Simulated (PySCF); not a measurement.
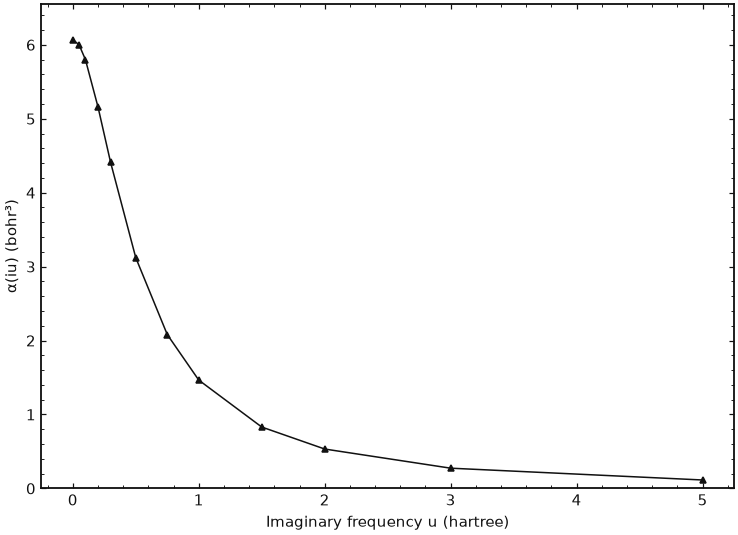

Dipole polarisability at imaginary frequency of an atom or ion with 5 electrons in the configuration [He] 2s² 2p. Coupled response at the PBE0 level; PySCF, aug-cc-pCVQZ-DK, spin-free X2C-1e, unrestricted single determinants, no spin-orbit coupling.

Which species is it, and what does the curve give?

Answer. C⁺ (carbon, Z = 6). The static dipole polarisability is 6.07 bohr³; α(iu) falls to half of it near u = 0.52 hartree. The Casimir–Polder integral gives C₆ = 14.5 hartree bohr⁶ for two such species.
